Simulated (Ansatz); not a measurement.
F$_{2}$Si···HF

Input file:

```
crystal:
  periodic: [false, false, false]
  atoms:
    - {symbol: Si, position_ang: [-0.957383, -0.328830, 0.755944]}
    - {symbol: F, position_ang: [-0.037997, -1.392011, -0.055378]}
    - {symbol: H, position_ang: [0.708151, 0.381711, -1.348078]}
    - {symbol: F, position_ang: [0.154805, 0.277105, 1.741634]}
    - {symbol: F, position_ang: [0.132324, 1.061925, -1.094123]}
basis:
  gaussian: {orbitals: def2-TZVPP}
hamiltonian: {xc: pbe0, dispersion: d4}
output: {orbitals: {seedname: orbitals}}
```

Launched as:

```sh
ansatz run in.yaml --threads 2 --pin off --events-out ev --progress --plain --max-ram 4352MiB
```

The reactant side of a reaction path; geometry: PBE0-D4/def2-TZVP.

Level of theory: Ansatz 0.2.0, RKS PBE0-D4/def2-TZVPP.

**What will maps of the electron density and electron localisation function show?**

Si–F (1.60 Å): ρ at the midpoint is about 1.1 e/Å³; the ELF peaks at about 0.85 in the valence shell of F, 0.5 Å from its nucleus, and is about 0.50 at the midpoint.

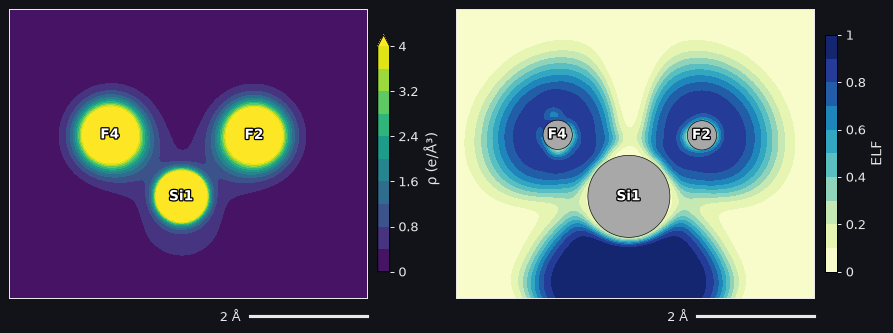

Computed electron density and electron localisation function on the plane of atoms F2, Si1 and F4, in this order. Grey discs cover the atomic cores in the ELF map. 
